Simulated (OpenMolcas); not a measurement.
## C$_{2}$H$_{5}$Al: excited-state calculation (part 1 of 3)

System: C$_{2}$H$_{5}$Al (AlH2(vinyl)).
Method: MC-PDFT (ftrevPBE)/ANO-XS-VDZ, DKH2 (OpenMolcas 26.06).

The geometry comes from this level: GFN2-xTB.

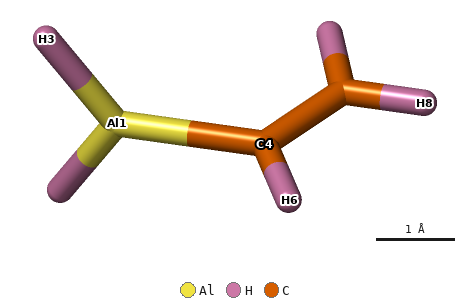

Figure 1. The structure as given in the input (stick view, seen at a tilt; atoms are numbered from 1 in the order of the input). Sticks mark near contacts. Bond lengths as drawn: Al–C 1.98 Å, Al–H 1.55 Å, C–C 1.34 Å and C–H 1.08 to 1.10 Å.

**Input**
```
&GATEWAY
 COORD
 8
 bohr
 Al     1.43218564     2.34932642    -0.77988997
 H      4.35699035     2.51482863    -0.70431982
 H      0.12757541     4.97362688    -0.80519340
 C     -0.44658008    -0.88892717    -0.81730655
 C     -1.29100420    -2.02635332     1.28142329
 H     -0.87809904    -1.90042197    -2.57414713
 H     -0.98747639    -1.22146228     3.13594381
 H     -2.31357280    -3.80059828     1.26348978
 BASIS
 ANO-XS-VDZ
 GROUP
 NoSym

&SEWARD
 RELATIVISTIC
 R02E00

&RASSCF
 FILEORB
 $CurrDir/step2.RasOrb
 SPIN
 1
 NACTEL
 10 0 0
 INACTIVE
 10
 RAS2
 10
 CIROOT
 3 3 1
 ORBLISTING
 Few
 ORBAPPEAR
 Compact
 CMSI

&MCPDFT
 KSDFT
 FT:revPBE
 MSPDFT
```

Launch command:
```bash
export MOLCAS_MEM=1860
pymolcas step17.input > step17.log
```

**Log**
```
--- Start Module: gateway ---

                                              &GATEWAY

                       available to each process: 1.9 GB of memory, 1 thread

++    Symmetry information:
      ---------------------

                    Character Table for C1

                             E
                    a        1  x, y, xy, Rz, z, xz, Ry, yz, Rx, I
--

++    Basis set information:
      ----------------------

      Basis set label: AL.ANO-XS...4S3P.

      Electronic valence basis set:
      ------------------
      Associated Effective Charge  13.000000 au
      Associated Actual Charge     13.000000 au
      Nuclear Model: Finite nucleus - Gaussian distribution
        Gaussian exponent, Xi/bohr**(-2):  4.43360E+08

      Shell  nPrim  nBasis  Cartesian Spherical Contaminant
         s      11       4        X
         p       7       3        X

      Basis set label: H.ANO-XS...2S.

      Electronic valence basis set:
      ------------------
      Associated Effective Charge   1.000000 au
      Associated Actual Charge      1.000000 au
      Nuclear Model: Finite nucleus - Gaussian distribution
        Gaussian exponent, Xi/bohr**(-2):  2.12482E+09

      Shell  nPrim  nBasis  Cartesian Spherical Contaminant
         s       4       2        X

      Basis set label: C.ANO-XS...3S2P.

      Electronic valence basis set:
      ------------------
      Associated Effective Charge   6.000000 au
      Associated Actual Charge      6.000000 au
      Nuclear Model: Finite nucleus - Gaussian distribution
        Gaussian exponent, Xi/bohr**(-2):  6.80775E+08

      Shell  nPrim  nBasis  Cartesian Spherical Contaminant
         s       8       3        X
         p       4       2        X

      Basis set label: H.ANO-XS...2S.

      Electronic valence basis set:
      ------------------
      Associated Effective Charge   1.000000 au
      Associated Actual Charge      1.000000 au
      Nuclear Model: Finite nucleus - Gaussian distribution
        Gaussian exponent, Xi/bohr**(-2):  2.12482E+09

      Shell  nPrim  nBasis  Cartesian Spherical Contaminant
         s       4       2        X
--

++    Molecular structure info:
      -------------------------

                    ************************************************
                    **** Cartesian Coordinates / bohr, angstrom ****
                    ************************************************

     Center  Label                x              y              z                     x              y              z
        1      AL1              1.432186       2.349326      -0.779890              0.757880       1.243210      -0.412700
        2      H2               4.356990       2.514829      -0.704320              2.305620       1.330790      -0.372710
        3      H3               0.127575       4.973627      -0.805193              0.067510       2.631930      -0.426090
        4      C4              -0.446580      -0.888927      -0.817307             -0.236320      -0.470400      -0.432500
        5      C5              -1.291004      -2.026353       1.281423             -0.683170      -1.072300       0.678100
        6      H6              -0.878099      -1.900422      -2.574147             -0.464670      -1.005660      -1.362180
        7      H7              -0.987476      -1.221462       3.135944             -0.522550      -0.646370       1.659470
        8      H8              -2.313573      -3.800598       1.263490             -1.224290      -2.011190       0.668610

                    ***************************************
                    *    InterNuclear Distances / bohr    *
                    ***************************************

               1 AL1           2 H2            3 H3            4 C4            5 C5            6 H6
    1 AL1      0.000000
    2 H2       2.930458        0.000000
    3 H3       2.930802        4.893242        0.000000
    4 C4       3.743988        5.888345        5.890615        0.000000
    5 C5       5.550797        7.514343        7.440837        2.532086        0.000000
    6 H6       5.159180        7.099074        7.168900        2.072636        3.879661        0.000000
    7 H7       5.825723        7.567749        7.426643        4.003915        2.044315        5.751355
    8 H8       7.485164        9.394323        9.339469        4.036484        2.047905        4.516493

               7 H7            8 H8
    7 H7       0.000000
    8 H8       3.452037        0.000000

                    *******************************************
                    *    InterNuclear Distances / angstrom    *
                    *******************************************

               1 AL1           2 H2            3 H3            4 C4            5 C5            6 H6
    1 AL1      0.000000
    2 H2       1.550732        0.000000
    3 H3       1.550914        2.589392        0.000000
    4 C4       1.981233        3.115978        3.117179        0.000000
    5 C5       2.937355        3.976419        3.937522        1.339922        0.000000
    6 H6       2.730120        3.756668        3.793618        1.096792        2.053028        0.000000
    7 H7       3.082840        4.004680        3.930010        2.118781        1.081805        3.043486
    8 H8       3.960978        4.971262        4.942234        2.136015        1.083704        2.390025

               7 H7            8 H8
    7 H7       0.000000
    8 H8       1.826739        0.000000

                    **************************************
                    *    Valence Bond Angles / degree    *
                    **************************************
                          Atom centers                 Phi
                      2 H2       1 AL1      3 H3       113.20
                      5 C5       4 C4       6 H6       114.45
                      4 C4       5 C5       7 H7       121.70
                      4 C4       5 C5       8 H8       123.26
                      7 H7       5 C5       8 H8       115.04

           ***************************************************************
           *              Valence Dihedral Angles / degree               *
           ***************************************************************
                    Atom centers                       Phi1     Phi2     Theta
           6 H6       4 C4       5 C5       7 H7        114.45   121.70   179.99
           6 H6       4 C4       5 C5       8 H8        114.45   123.26     0.13
--

            Nuclear Potential Energy             83.04632751 au

--- Stop Module: gateway /rc=_RC_ALL_IS_WELL_ ---

--- Start Module: seward ---

                                              &SEWARD

                       available to each process: 1.9 GB of memory, 1 thread

               SEWARD will generate:
                  Multipole Moment integrals up to order  2
                  Kinetic Energy integrals
                  Nuclear Attraction integrals (finite nuclei - Gaussian type)
                  One-Electron Hamiltonian integrals
                  Velocity integrals
                  Relativistic Douglas-Kroll-Hess integrals:
                    - Parametrization         : EXP
                    - DKH order of Hamiltonian: 2
                    - DKH order of Properties : 0
                         - multipole moment operators
                         - electric potential operators
                         - contact operators
                  Orbital angular momentum around (  0.3231   0.5172  -0.2705 )
                  Velocity quadrupole around (  0.3231   0.5172  -0.2705 )
                  Two-Electron Repulsion integrals

                   Integrals are discarded if absolute value <: 1.00E-14
                   Integral cutoff threshold is set to       <: 1.00E-16

            Nuclear Potential Energy             83.04632751 au

      Basis set specifications :
      Symmetry species         a
      Basis functions           41

--- Stop Module: seward /rc=_RC_ALL_IS_WELL_ ---

--- Start Module: rasscf ---

                                              &RASSCF

                       available to each process: 1.9 GB of memory, 1 thread

      Header of the ONEINT file:
      --------------------------

      OrdInt status: non-squared

      Cartesian coordinates in angstrom:
      -----------------------------------------------------
      No.  Label        X            Y            Z
      -----------------------------------------------------
       1   AL1        0.75788000   1.24321000  -0.41270000
       2   H2         2.30562000   1.33079000  -0.37271000
       3   H3         0.06751000   2.63193000  -0.42609000
       4   C4        -0.23632000  -0.47040000  -0.43250000
       5   C5        -0.68317000  -1.07230000   0.67810000
       6   H6        -0.46467000  -1.00566000  -1.36218000
       7   H7        -0.52255000  -0.64637000   1.65947000
       8   H8        -1.22429000  -2.01119000   0.66861000
      -----------------------------------------------------
      Nuclear repulsion energy =   83.04632751

++    Wave function specifications:
      -----------------------------

      Number of closed shell electrons          20
      Number of electrons in active shells      10
      Max number of holes in RAS1 space          0
      Max nr of electrons in RAS3 space          0
      Number of inactive orbitals               10
      Number of active orbitals                 10
      Number of secondary orbitals              21
      Spin quantum number                      0.0
      State symmetry                             1
--

++    Orbital specifications:
      -----------------------

      Symmetry species                           1
                                                 a
      Frozen orbitals                            0
      Inactive orbitals                         10
      Active orbitals                           10
      RAS1 orbitals                              0
      RAS2 orbitals                             10
      RAS3 orbitals                              0
      Secondary orbitals                        21
      Deleted orbitals                           0
      Number of basis functions                 41
--

++    CI expansion specifications:
      ----------------------------

      Number of CSFs                         19404
      Number of spin combinations            31878
      Number of determinants                 63504
      Number of root(s) required                 3
      Root chosen for geometry opt.              3
      CI roots used                              1     2     3
      weights                                0.333 0.333 0.333
      highest root included in the CI            3
      max. size of the explicit Hamiltonian    200
--

++    Optimization specifications:
      ----------------------------

      RASSCF algorithm: Conventional
      Maximum number of macro iterations       200
      Maximum number of SX iterations          100
      Threshold for RASSCF energy            1.000E-08
      Threshold for max MO rotation          1.000E-01
      Threshold for max BLB element          1.000E-04
      Level shift parameter                  5.000E-01
      Make Quasi-Newton update
--

      The MO-coefficients are taken from the file:
      step2.RasOrb
      Title: RASSCF average (pseudo-natural) orbitals

      Total molecular charge    0.00

      ************************************************************************************************************************
      *                                            Wave function control section                                             *
      ************************************************************************************************************************

                                         RASSCF iterations: Energy and convergence statistics
                                         ----------------------------------------------------

          iter iter root      energy       change     param      element    value   shift minimum  type update hh:mm:ss
 Nr of preliminary CI iterations:   5
        1   1    5    0  -320.87306141    0.00E+00   3.76E-04   14  37 1  2.53E-04*  0.17   0.00    SX    NO    0:00:00
        2   1    5    0  -320.87306178   -3.68E-07* -1.32E-04   15  31 1  5.27E-05   0.17   0.00    SX    NO    0:00:00
        3   1    4    0  -320.87306180   -2.30E-08*  4.43E-05   14  21 1 -1.86E-05   0.17   0.00    SX    NO    0:00:00
        4   8    5    0  -320.87307068   -8.88E-06*  3.33E-04   14  37 1 -1.91E-04*  0.17   0.00    SX    NO    0:00:00
        5   4    5    0  -320.87307089   -2.05E-07*  2.99E-04   10  25 1  9.16E-05   0.17   1.48    QN   YES    0:00:00
        6   5    4    0  -320.87307096   -6.82E-08*  6.76E-05   14  37 1  4.25E-05   0.17   0.82    QN   YES    0:00:00
        7   1    5    0  -320.87307096   -5.59E-09  -3.05E-05   10  25 1  4.16E-05   0.17   0.67    QN   YES    0:00:00
      Convergence after  7 iterations
        8   1    5    0  -320.87307097   -4.24E-09  -3.05E-05   10  25 1  2.29E-05   0.17   0.67    QN   YES    0:00:00

    CMS INTERMEDIATE-STATE OPTIMIZATION
     START MATRIX          XMS INTERMEDIATE STATES
     OPT ALGO                               NEWTON
     Q_a-a THRESHOLD                      1.00E-08
     GRAD  THRESHOLD                      1.00E-10
     MAX CYCLES                                100
     MIN CYCLES                                  5
 =======================================================================
      Cycle       Q_a-a        Difference  # Pos.     Largest    Step
                                           Hessian    Gradient   Scaled
 -----------------------------------------------------------------------
         0     46.59010826     0.00E+000      0     0.0000E+000   1.0
         1     46.59013314     2.49E-005      0     2.7390E-003   1.0
         2     46.59013314     9.41E-011      0     3.7040E-006   1.0
         3     46.59013314     0.00E+000      0     4.9497E-012   1.0
         4     46.59013314     0.00E+000      0     9.2819E-017   1.0
         5     46.59013314     1.42E-014      0     8.5940E-017   1.0
    CONVERGENCE REACHED
 =======================================================================

 =======================================================================
```
